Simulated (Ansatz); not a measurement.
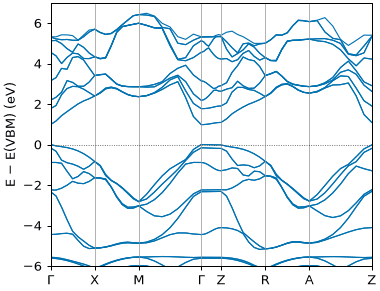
Figure. Band structure from DFT-r²SCAN with spin–orbit coupling in the program Ansatz with PAW potentials

**Question.** Read off the gap and where the band edges lie.

**Answer.** About 1.0 eV (0.98 eV by a search for the band edges); maximum at Γ, minimum at Γ.

The material is SrZnAsF in space group P4/nmm (No. 129; Sr on 2c, Zn on 2b, As on 2c, F on 2a).

The first step of the workflow began from a Materials Project structure, measured or hypothetical; the Crystallography Open Database copy checked does not list it. Its standing as an ambient phase is unchecked. The r²SCAN relaxation kept the symmetry of its start; whether a distortion lowers the energy is not shown.

Potentials: the later of the program's two PAW sets.
